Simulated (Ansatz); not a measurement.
Take AlAs in the zinc blende structure (space group F-43m, No. 216; a = 5.675 Å) as the base.

The change: an isotropic linear strain of +1.40 %, atoms relaxed at fixed cell.

Level of theory: PBEsol/PAW in Ansatz (a first-principles code), no SOC.

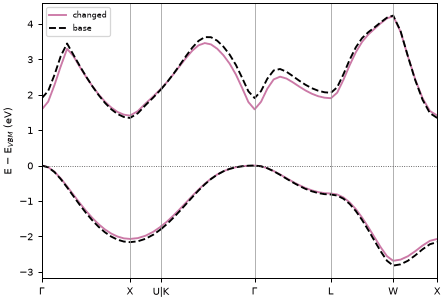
Highest valence and lowest conduction band along the path, each from its own valence-band maximum

Problem. From the figure, how large is the changed gap, and is it direct?

Solution. About 1.4 eV, indirect, Γ → X.

Whether these cells are dynamically stable was not tested.
